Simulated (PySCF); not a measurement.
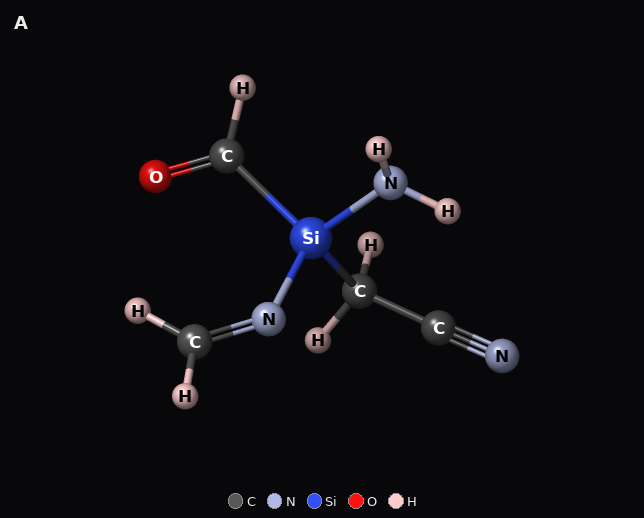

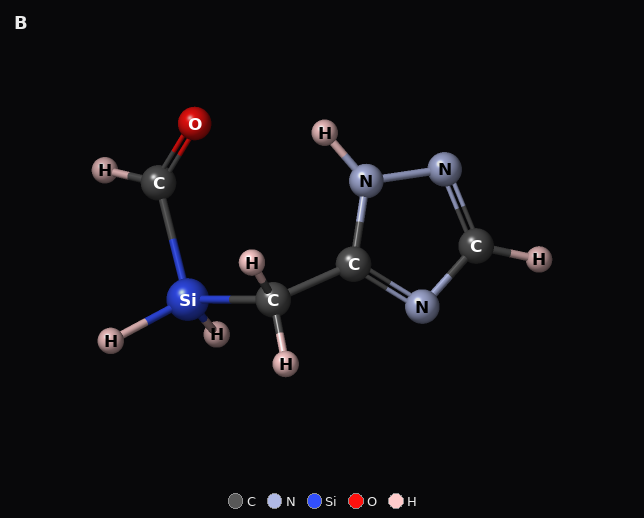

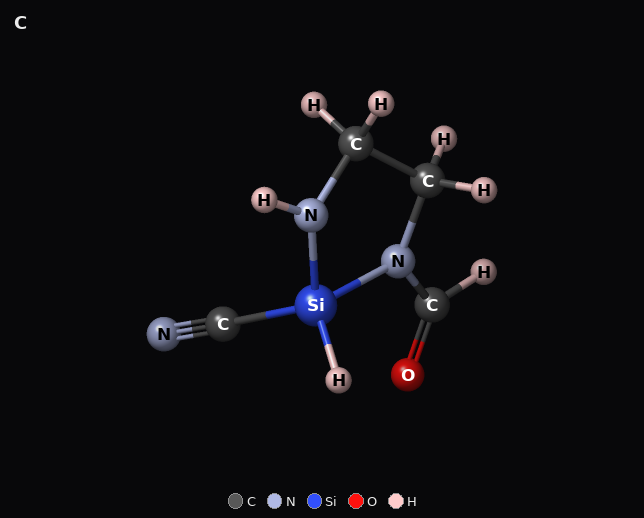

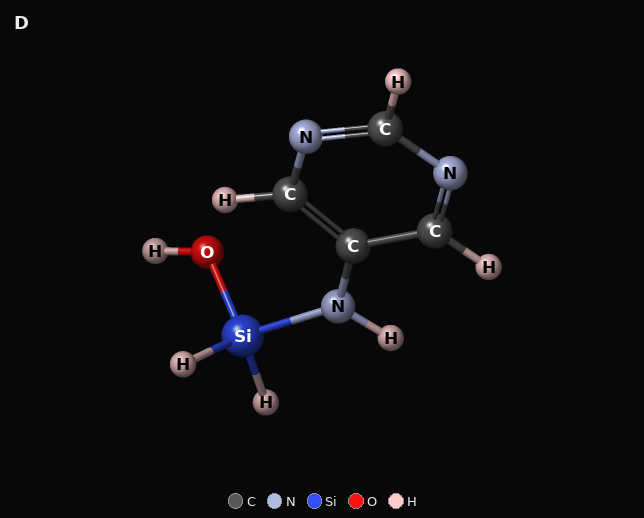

4 stationary structures of one formula. Geometries: GFN2-xTB. Electronic energies: PBE0/pcSseg-1 (PySCF 2.14.0), without zero-point energy. No frequency run is at hand to confirm each as a minimum. Each is one conformer, not always the lowest.

Question: Are they conformers, stereoisomers or constitutional isomers?

Answer: They are constitutional isomers of C4H7N3OSi: A `C=N[Si@](N)(C=O)CC#N`, B `O=C[SiH2]Cc1ncn[nH]1`, C `N#C[Si@@H]1NCCN1C=O`, D `O[SiH2]Nc1cncnc1`.

Question: Which structure is the most stable?

Answer: D is lowest; C lies 6.6 kcal/mol above it, A lies 39.0 kcal/mol above it, B lies 48.0 kcal/mol above it.

The geometry is semi-empirical. Around Si such bond lengths and angles can be off by a tenth of an ångström or more and by several degrees, and values that hang on the shape move with them.
